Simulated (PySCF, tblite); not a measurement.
# C3H5F, a complex of two parts: NMR shifts, interaction energy, infrared bands, spin-spin couplings and electronic excitations, part 2 of 3

tblite 0.8.0 and PySCF 2.14.0. Atoms count from 0, parts from 1. The steps go on from the part before.

## (5) Interaction energy: wB97M-D3(BJ)/def2-TZVPD

What the job is given:

```
{"job": {"kind": "inter", "xc": "wB97M-D3(BJ)", "basis": "def2-TZVPD", "pairs": false}, "charge": 0, "multiplicity": 1, "parts": [{"atoms": "0-3", "charge": 0, "multiplicity": 1}, {"atoms": "4-8", "charge": 0, "multiplicity": 1}]}
C     -0.938468     0.102502     0.067691
C      0.111152    -0.494621     0.119813
H     -1.878377     0.624594     0.019429
H      1.047983    -1.016847     0.165846
C     -4.568084    -0.408404     0.120655
F     -4.020492     0.850761    -0.042316
H     -4.963018    -0.490333     1.142255
H     -3.782262    -1.159039    -0.043158
H     -5.376313    -0.537439    -0.611842
```

With the program's defaults for keys left out, this is: wB97M-D3(BJ)/def2-TZVPD interaction energy, counterpoise and uncorrected, gas phase.

The log of the run:

```text
part 1, own basis, geometry of the cluster
coarse grid: 15304 points
cycle   1  E = -77.3670009137  dE =  9.053e-02  |g| = 2.301e-01  |ddm| = 4.082e+00
cycle   2  E = -77.3787128126  dE = -1.171e-02  |g| = 1.095e-01  |ddm| = 9.375e-01
cycle   3  E = -77.3815879359  dE = -2.875e-03  |g| = 1.655e-02  |ddm| = 1.560e-01
cycle   4  E = -77.3816713877  dE = -8.345e-05  |g| = 2.439e-03  |ddm| = 3.033e-01
cycle   5  E = -77.3816735980  dE = -2.210e-06  |g| = 1.197e-03  |ddm| = 1.992e-02
final grid: 33160 points
cycle   6  E = -77.3816890993  dE =  2.082e-07  |g| = 1.577e-03  |ddm| = 1.058e-02
cycle   7  E = -77.3816886367  dE =  4.625e-07  |g| = 2.116e-03  |ddm| = 3.136e-03
cycle   8  E = -77.3816896829  dE = -1.046e-06  |g| = 1.503e-05  |ddm| = 1.740e-03
cycle   9  E = -77.3816896831  dE = -2.034e-10  |g| = 1.232e-06  |ddm| = 3.115e-04
converged SCF energy = -77.3816896831

part 2, own basis, geometry of the cluster
coarse grid: 17896 points
cycle   1  E = -139.7832987951  dE =  6.555e-03  |g| = 4.739e-01  |ddm| = 1.315e+00
cycle   2  E = -139.7798119387  dE =  3.487e-03  |g| = 5.567e-01  |ddm| = 4.701e-01
cycle   3  E = -139.8224423232  dE = -4.263e-02  |g| = 2.621e-02  |ddm| = 2.000e-01
cycle   4  E = -139.8225477920  dE = -1.055e-04  |g| = 8.643e-03  |ddm| = 1.981e-02
cycle   5  E = -139.8225633726  dE = -1.558e-05  |g| = 2.580e-03  |ddm| = 7.939e-03
cycle   6  E = -139.8225649542  dE = -1.582e-06  |g| = 3.104e-04  |ddm| = 2.328e-03
final grid: 38928 points
cycle   7  E = -139.8225598219  dE = -4.797e-08  |g| = 2.913e-04  |ddm| = 1.956e-03
cycle   8  E = -139.8225598240  dE = -2.121e-09  |g| = 3.038e-04  |ddm| = 3.431e-04
cycle   9  E = -139.8225598376  dE = -1.357e-08  |g| = 2.583e-05  |ddm| = 1.183e-04
cycle  10  E = -139.8225598378  dE = -1.635e-10  |g| = 9.918e-06  |ddm| = 3.124e-05
converged SCF energy = -139.8225598378

part 1, own basis, relaxed alone
coarse grid: 15304 points
cycle   1  E = -77.3670553710  dE =  9.290e-02  |g| = 2.304e-01  |ddm| = 4.148e+00
cycle   2  E = -77.3787798210  dE = -1.172e-02  |g| = 1.098e-01  |ddm| = 9.656e-01
cycle   3  E = -77.3816660398  dE = -2.886e-03  |g| = 1.648e-02  |ddm| = 1.626e-01
cycle   4  E = -77.3817491615  dE = -8.312e-05  |g| = 2.266e-03  |ddm| = 3.071e-01
cycle   5  E = -77.3817514993  dE = -2.338e-06  |g| = 2.362e-04  |ddm| = 1.967e-02
final grid: 33160 points
cycle   6  E = -77.3817675141  dE = -4.700e-08  |g| = 7.348e-05  |ddm| = 4.847e-03
cycle   7  E = -77.3817675178  dE = -3.738e-09  |g| = 2.171e-05  |ddm| = 1.245e-03
cycle   8  E = -77.3817675182  dE = -3.742e-10  |g| = 9.706e-06  |ddm| = 4.871e-04
converged SCF energy = -77.3817675182

part 2, own basis, relaxed alone
coarse grid: 17896 points
cycle   1  E = -139.7838589697  dE =  1.336e-02  |g| = 4.709e-01  |ddm| = 1.316e+00
cycle   2  E = -139.7809399810  dE =  2.919e-03  |g| = 5.495e-01  |ddm| = 4.664e-01
cycle   3  E = -139.8223794474  dE = -4.144e-02  |g| = 2.624e-02  |ddm| = 1.974e-01
cycle   4  E = -139.8224841198  dE = -1.047e-04  |g| = 8.585e-03  |ddm| = 1.978e-02
cycle   5  E = -139.8224994658  dE = -1.535e-05  |g| = 2.583e-03  |ddm| = 7.888e-03
cycle   6  E = -139.8225010424  dE = -1.577e-06  |g| = 3.040e-04  |ddm| = 2.313e-03
final grid: 38928 points
cycle   7  E = -139.8224864623  dE = -4.181e-08  |g| = 2.717e-04  |ddm| = 1.416e-03
cycle   8  E = -139.8224864645  dE = -2.199e-09  |g| = 2.830e-04  |ddm| = 3.234e-04
cycle   9  E = -139.8224864762  dE = -1.171e-08  |g| = 2.389e-05  |ddm| = 1.110e-04
cycle  10  E = -139.8224864764  dE = -1.563e-10  |g| = 9.976e-06  |ddm| = 3.483e-05
converged SCF energy = -139.8224864764

cluster
final grid: 72088 points
cycle   1  E = -217.2064833146  dE = -1.507e-03  |g| = 1.483e-02  |ddm| = 3.770e+00
cycle   2  E = -217.2065634478  dE = -8.013e-05  |g| = 1.096e-02  |ddm| = 1.261e-01
cycle   3  E = -217.2065891257  dE = -2.568e-05  |g| = 4.706e-03  |ddm| = 1.579e-02
cycle   4  E = -217.2065958340  dE = -6.708e-06  |g| = 7.813e-04  |ddm| = 1.599e-02
cycle   5  E = -217.2065960221  dE = -1.880e-07  |g| = 3.214e-04  |ddm| = 2.480e-03
cycle   6  E = -217.2065960423  dE = -2.024e-08  |g| = 9.119e-05  |ddm| = 5.014e-04
cycle   7  E = -217.2065960455  dE = -3.188e-09  |g| = 2.775e-05  |ddm| = 3.422e-04
cycle   8  E = -217.2065960458  dE = -3.135e-10  |g| = 7.039e-06  |ddm| = 8.507e-05
converged SCF energy = -217.2065960458

part 1 in the basis of the cluster
final grid: 72088 points
cycle   1  E = -77.3817259448  dE = -3.700e-05  |g| = 1.261e-03  |ddm| = 3.672e+00
cycle   2  E = -77.3817273205  dE = -1.376e-06  |g| = 2.605e-04  |ddm| = 6.051e-02
cycle   3  E = -77.3817273942  dE = -7.371e-08  |g| = 7.151e-05  |ddm| = 1.189e-02
cycle   4  E = -77.3817273957  dE = -1.562e-09  |g| = 2.409e-05  |ddm| = 5.320e-04
cycle   5  E = -77.3817273959  dE = -1.780e-10  |g| = 1.639e-05  |ddm| = 2.594e-04
converged SCF energy = -77.3817273959

part 2 in the basis of the cluster
final grid: 72088 points
cycle   1  E = -139.8226113370  dE = -5.183e-05  |g| = 1.336e-03  |ddm| = 5.696e-01
cycle   2  E = -139.8226123190  dE = -9.821e-07  |g| = 2.123e-04  |ddm| = 8.124e-02
cycle   3  E = -139.8226123499  dE = -3.085e-08  |g| = 6.646e-05  |ddm| = 1.451e-02
cycle   4  E = -139.8226123506  dE = -6.557e-10  |g| = 2.573e-05  |ddm| = 3.242e-04
converged SCF energy = -139.8226123506

Interaction energy (kcal/mol)
  counterpoise       -2.246
  uncorrected        -2.303
  dispersion part    -0.830
  deformation         0.004
  binding            -2.242

Decomposition of the uncorrected value (kcal/mol)
  electrostatic      -3.264
  Pauli               2.807
  orbital            -1.016
  dispersion         -0.830

Charge of each part in the cluster: -0.008 0.008
```

It took 34 s on 1 thread of Arm Neoverse V1, shared host; peak memory 0.64 GiB.

Contacts at this geometry (a selection, picked against the atoms' radii; other short pairs can be missing):

| atoms | distance (Å) | kind (by distance and angle) | angle (°) |
| --- | --- | --- | --- |
| H2···F5 | 2.15 | weak hydrogen bond | 157 |

The decomposition goes in steps from the parts' own densities: electrostatics between them unchanged, then the rise on making their orbitals orthogonal (called Pauli here; it holds the exchange-correlation between the parts too, so it can be small or negative at long range), then orbital relaxation, then the dispersion term. Charges of the parts share the cluster's density out in proportion to the parts' own densities.

The SCF energies in the log hold no dispersion term; the tabulated energies do.

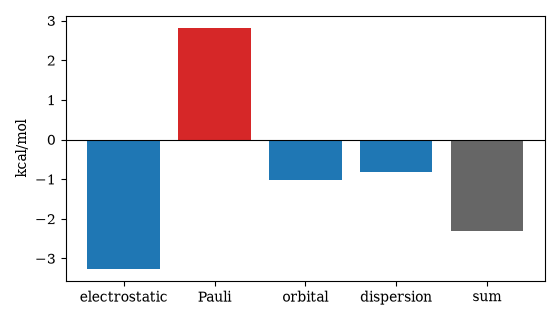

The terms of the uncorrected interaction energy.

The parts:

| part | SMILES | deformation (kcal/mol) | HOMO alone (eV) | charge in the cluster (e) |
| --- | --- | --- | --- | --- |
| 1 | C#C | 0.05 | -10.79 | -0.008 |
| 2 | CF | -0.05 | -12.42 | 0.008 |

A deformation below zero shows that the part was relaxed at another level.

## (6) Counterpoise and decomposition: PBE0-D3(BJ)/def2-TZVPD

What the job is given:

```
{"job": {"kind": "inter", "xc": "PBE0", "basis": "def2-TZVPD", "disp": "d3bj"}, "charge": 0, "multiplicity": 1, "parts": [{"atoms": "0-3", "charge": 0, "multiplicity": 1}, {"atoms": "4-8", "charge": 0, "multiplicity": 1}]}
C     -0.938468     0.102502     0.067691
C      0.111152    -0.494621     0.119813
H     -1.878377     0.624594     0.019429
H      1.047983    -1.016847     0.165846
C     -4.568084    -0.408404     0.120655
F     -4.020492     0.850761    -0.042316
H     -4.963018    -0.490333     1.142255
H     -3.782262    -1.159039    -0.043158
H     -5.376313    -0.537439    -0.611842
```

Method: PBE0-D3(BJ)/def2-TZVPD interaction energy, counterpoise and uncorrected, gas phase.

The log of the run:

```text
part 1, own basis, geometry of the cluster
coarse grid: 3416 points
cycle   1  E = -77.2343210960  dE =  9.653e-02  |g| = 3.134e-01  |ddm| = 2.097e+00
cycle   2  E = -77.2383722700  dE = -4.051e-03  |g| = 2.810e-01  |ddm| = 7.927e-01
cycle   3  E = -77.2595265465  dE = -2.115e-02  |g| = 1.437e-02  |ddm| = 3.343e-01
cycle   4  E = -77.2595763309  dE = -4.978e-05  |g| = 3.866e-03  |ddm| = 1.162e-01
cycle   5  E = -77.2595738367  dE =  2.494e-06  |g| = 4.924e-03  |ddm| = 5.226e-03
cycle   6  E = -77.2595799555  dE = -6.119e-06  |g| = 6.654e-05  |ddm| = 2.788e-03
final grid: 33160 points
cycle   7  E = -77.2560738286  dE = -1.431e-05  |g| = 3.119e-03  |ddm| = 1.043e-01
cycle   8  E = -77.2560743519  dE = -5.233e-07  |g| = 2.722e-03  |ddm| = 9.210e-03
cycle   9  E = -77.2560763166  dE = -1.965e-06  |g| = 2.018e-04  |ddm| = 5.524e-03
cycle  10  E = -77.2560763129  dE =  3.752e-09  |g| = 2.291e-04  |ddm| = 8.165e-04
cycle  11  E = -77.2560763262  dE = -1.328e-08  |g| = 1.417e-05  |ddm| = 1.565e-04
cycle  12  E = -77.2560763262  dE = -4.729e-11  |g| = 6.082e-07  |ddm| = 6.489e-05
converged SCF energy = -77.2560763262

part 2, own basis, geometry of the cluster
coarse grid: 4032 points
cycle   1  E = -139.6257321723  dE = -8.207e-03  |g| = 4.210e-01  |ddm| = 1.388e+00
cycle   2  E = -139.5930956190  dE =  3.264e-02  |g| = 6.460e-01  |ddm| = 5.206e-01
cycle   3  E = -139.6537523076  dE = -6.066e-02  |g| = 3.074e-02  |ddm| = 2.919e-01
cycle   4  E = -139.6538905873  dE = -1.383e-04  |g| = 1.056e-02  |ddm| = 2.046e-02
cycle   5  E = -139.6539135652  dE = -2.298e-05  |g| = 3.543e-03  |ddm| = 7.457e-03
cycle   6  E = -139.6539161831  dE = -2.618e-06  |g| = 1.932e-04  |ddm| = 2.395e-03
final grid: 38928 points
cycle   7  E = -139.6553605868  dE = -2.720e-05  |g| = 5.178e-03  |ddm| = 4.287e-02
cycle   8  E = -139.6553585622  dE =  2.025e-06  |g| = 6.317e-03  |ddm| = 5.939e-03
cycle   9  E = -139.6553662712  dE = -7.709e-06  |g| = 8.512e-04  |ddm| = 2.955e-03
cycle  10  E = -139.6553663743  dE = -1.031e-07  |g| = 1.944e-04  |ddm| = 5.199e-04
cycle  11  E = -139.6553663801  dE = -5.745e-09  |g| = 1.787e-05  |ddm| = 9.634e-05
cycle  12  E = -139.6553663801  dE = -4.414e-11  |g| = 1.517e-06  |ddm| = 1.430e-05
converged SCF energy = -139.6553663801

part 1, own basis, relaxed alone
coarse grid: 3416 points
cycle   1  E = -77.2343689560  dE =  9.839e-02  |g| = 3.138e-01  |ddm| = 2.071e+00
cycle   2  E = -77.2384460590  dE = -4.077e-03  |g| = 2.813e-01  |ddm| = 7.937e-01
cycle   3  E = -77.2596299524  dE = -2.118e-02  |g| = 1.420e-02  |ddm| = 3.301e-01
cycle   4  E = -77.2596814902  dE = -5.154e-05  |g| = 1.741e-03  |ddm| = 1.148e-01
cycle   5  E = -77.2596821023  dE = -6.122e-07  |g| = 7.397e-05  |ddm| = 2.863e-03
final grid: 33160 points
cycle   6  E = -77.2561390882  dE = -1.445e-05  |g| = 3.143e-03  |ddm| = 1.010e-01
cycle   7  E = -77.2561396286  dE = -5.405e-07  |g| = 2.736e-03  |ddm| = 8.172e-03
cycle   8  E = -77.2561416195  dE = -1.991e-06  |g| = 1.330e-04  |ddm| = 5.592e-03
cycle   9  E = -77.2561416232  dE = -3.689e-09  |g| = 1.458e-05  |ddm| = 7.764e-04
cycle  10  E = -77.2561416232  dE =  2.686e-11  |g| = 1.694e-05  |ddm| = 7.903e-05
converged SCF energy = -77.2561416232

part 2, own basis, relaxed alone
coarse grid: 4032 points
cycle   1  E = -139.6261943413  dE = -2.115e-03  |g| = 4.186e-01  |ddm| = 1.390e+00
cycle   2  E = -139.5947993042  dE =  3.140e-02  |g| = 6.379e-01  |ddm| = 5.155e-01
cycle   3  E = -139.6538115393  dE = -5.901e-02  |g| = 3.078e-02  |ddm| = 2.881e-01
cycle   4  E = -139.6539498647  dE = -1.383e-04  |g| = 1.034e-02  |ddm| = 2.028e-02
cycle   5  E = -139.6539717574  dE = -2.189e-05  |g| = 3.543e-03  |ddm| = 7.333e-03
cycle   6  E = -139.6539743823  dE = -2.625e-06  |g| = 1.923e-04  |ddm| = 2.394e-03
final grid: 38928 points
cycle   7  E = -139.6553611207  dE = -2.796e-05  |g| = 5.053e-03  |ddm| = 5.089e-02
cycle   8  E = -139.6553593482  dE =  1.772e-06  |g| = 6.072e-03  |ddm| = 5.970e-03
cycle   9  E = -139.6553665461  dE = -7.198e-06  |g| = 8.151e-04  |ddm| = 2.874e-03
cycle  10  E = -139.6553666393  dE = -9.324e-08  |g| = 1.938e-04  |ddm| = 4.961e-04
cycle  11  E = -139.6553666450  dE = -5.694e-09  |g| = 1.717e-05  |ddm| = 9.544e-05
cycle  12  E = -139.6553666450  dE = -3.908e-11  |g| = 1.460e-06  |ddm| = 1.447e-05
converged SCF energy = -139.6553666450

cluster
final grid: 72088 points
cycle   1  E = -216.9141978481  dE = -1.627e-03  |g| = 1.630e-02  |ddm| = 2.395e+00
cycle   2  E = -216.9140376393  dE =  1.602e-04  |g| = 3.054e-02  |ddm| = 5.785e-02
cycle   3  E = -216.9142696981  dE = -2.321e-04  |g| = 3.719e-03  |ddm| = 1.743e-02
cycle   4  E = -216.9142728079  dE = -3.110e-06  |g| = 7.739e-04  |ddm| = 5.433e-03
cycle   5  E = -216.9142728954  dE = -8.753e-08  |g| = 5.192e-04  |ddm| = 1.521e-03
cycle   6  E = -216.9142729363  dE = -4.094e-08  |g| = 8.143e-05  |ddm| = 3.606e-04
cycle   7  E = -216.9142729377  dE = -1.333e-09  |g| = 2.084e-05  |ddm| = 9.759e-05
cycle   8  E = -216.9142729378  dE = -9.879e-11  |g| = 2.651e-06  |ddm| = 2.145e-05
converged SCF energy = -216.9142729378

part 1 in the basis of the cluster
final grid: 72088 points
cycle   1  E = -77.2561041858  dE = -2.870e-05  |g| = 4.158e-04  |ddm| = 2.320e+00
cycle   2  E = -77.2561043032  dE = -1.173e-07  |g| = 1.776e-04  |ddm| = 2.029e-02
cycle   3  E = -77.2561043047  dE = -1.539e-09  |g| = 1.722e-04  |ddm| = 1.289e-03
cycle   4  E = -77.2561043109  dE = -6.226e-09  |g| = 7.471e-05  |ddm| = 3.195e-04
cycle   5  E = -77.2561043123  dE = -1.419e-09  |g| = 1.703e-06  |ddm| = 8.139e-05
cycle   6  E = -77.2561043123  dE = -1.279e-12  |g| = 4.115e-07  |ddm| = 1.515e-05
converged SCF energy = -77.2561043123

part 2 in the basis of the cluster
final grid: 72088 points
cycle   1  E = -139.6554071798  dE = -4.070e-05  |g| = 3.681e-04  |ddm| = 4.479e-01
cycle   2  E = -139.6554072441  dE = -6.429e-08  |g| = 3.105e-05  |ddm| = 1.578e-02
cycle   3  E = -139.6554072443  dE = -2.704e-10  |g| = 1.658e-05  |ddm| = 7.447e-04
converged SCF energy = -139.6554072443

Interaction energy (kcal/mol)
  counterpoise       -2.351
  uncorrected        -2.395
  dispersion part    -0.619
  deformation         0.041
  binding            -2.310

Decomposition of the uncorrected value (kcal/mol)
  electrostatic      -3.173
  Pauli               2.464
  orbital            -1.068
  dispersion         -0.619

Charge of each part in the cluster: -0.008 0.008
```

It took 16 s on 1 thread of Arm Neoverse V1, shared host; peak memory 0.63 GiB.

Counterpoise interaction energy: -2.35 kcal/mol.

## (7) Harmonic vibrations: PBE0-D3(BJ)/def2-SVPD

What the job is given:

```
{"job": {"kind": "irdft", "xc": "PBE0", "basis": "def2-SVPD", "disp": "d3bj", "grid": 2}, "charge": 0, "multiplicity": 1, "parts": [{"atoms": "0-3", "charge": 0, "multiplicity": 1}, {"atoms": "4-8", "charge": 0, "multiplicity": 1}]}
C     -0.938468     0.102502     0.067691
C      0.111152    -0.494621     0.119813
H     -1.878377     0.624594     0.019429
H      1.047983    -1.016847     0.165846
C     -4.568084    -0.408404     0.120655
F     -4.020492     0.850761    -0.042316
H     -4.963018    -0.490333     1.142255
H     -3.782262    -1.159039    -0.043158
H     -5.376313    -0.537439    -0.611842
```

With the program's defaults for keys left out, this is: PBE0-D3(BJ)/def2-SVPD harmonic vibrations by differences of gradients, gas phase.

The log of the run:

```text
coarse grid: 7448 points
cycle   1  E = -216.6037857060  dE =  6.681e-02  |g| = 4.400e-01  |ddm| = 6.909e+00
cycle   2  E = -216.5900256699  dE =  1.376e-02  |g| = 5.480e-01  |ddm| = 1.717e+00
cycle   3  E = -216.6430270574  dE = -5.300e-02  |g| = 7.685e-02  |ddm| = 5.199e-01
cycle   4  E = -216.6440509724  dE = -1.024e-03  |g| = 2.175e-02  |ddm| = 1.154e-01
cycle   5  E = -216.6441244548  dE = -7.348e-05  |g| = 1.394e-02  |ddm| = 5.267e-02
cycle   6  E = -216.6441729899  dE = -4.854e-05  |g| = 2.553e-03  |ddm| = 1.426e-02
cycle   7  E = -216.6441746108  dE = -1.621e-06  |g| = 9.730e-05  |ddm| = 4.854e-03
final grid: 72088 points
cycle   8  E = -216.6762772224  dE = -2.151e-05  |g| = 5.674e-03  |ddm| = 7.208e-02
cycle   9  E = -216.6762754014  dE =  1.821e-06  |g| = 6.760e-03  |ddm| = 1.542e-02
cycle  10  E = -216.6762849495  dE = -9.548e-06  |g| = 9.151e-04  |ddm| = 6.996e-03
cycle  11  E = -216.6762850982  dE = -1.487e-07  |g| = 1.264e-04  |ddm| = 1.038e-03
cycle  12  E = -216.6762851007  dE = -2.467e-09  |g| = 3.325e-05  |ddm| = 2.460e-04
cycle  13  E = -216.6762851007  dE = -7.589e-11  |g| = 2.797e-05  |ddm| = 8.454e-05
converged SCF energy = -216.6762851007

mode    cm-1     km/mol
  1      35.9      2.90
  2      44.1      1.41
  3     100.0      0.08
  4     125.7      5.23
  5     133.7      4.36
  6     693.1     12.52
  7     695.3     17.78
  8     827.9     92.12
  9     840.7     61.93
 10    1078.2    108.95
 11    1189.2      0.82
 12    1194.4      0.54
 13    1455.5      0.11
 14    1462.2      6.42
 15    1463.0      6.00
 16    2075.2      3.47
 17    3057.0     29.04
 18    3164.9     16.99
 19    3169.5     16.70
 20    3392.3    199.48
 21    3508.5      2.17
```

It took 5.4 min on 1 thread of Arm Neoverse V1, shared host; peak memory 0.6 GiB.

The strongest bands and the atoms that carry them:

| cm⁻¹ | km/mol | atoms |
| --- | --- | --- |
| 695 | 17.8 | H3 63 %, C1 23 % |
| 828 | 92.1 | H2 74 %, H3 16 % |
| 841 | 61.9 | H2 75 %, H3 14 %, C0 11 % |
| 1078 | 109.0 | C4 52 %, F5 43 % |
| 3057 | 29.0 | H7 35 %, H8 32 %, H6 31 % |
| 3392 | 199.5 | H2 61 %, H3 31 % |

Strongest bands of the parts alone (cm⁻¹, km/mol): part 1: 765 (90), 765 (90), 3418 (101); part 2: 1094 (114), 3050 (34), 3158 (22).

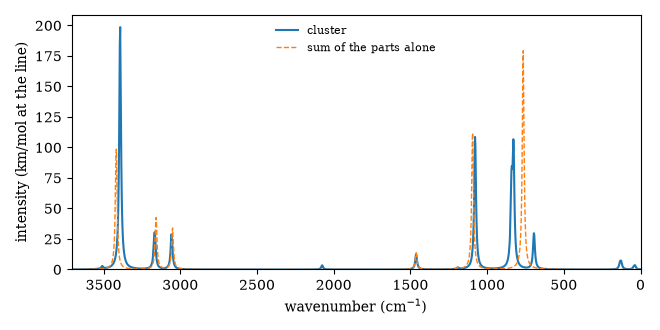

Infrared spectrum, unscaled, lines 14 cm⁻¹ wide, with the parts alone dashed.

On forming the cluster at 298.15 K and 1 atm (harmonic, kcal/mol): zero-point energy +0.85, all enthalpy terms beyond the electronic energy +1.13, −TΔS +5.83.

(Part 2 of 3 ends here.)
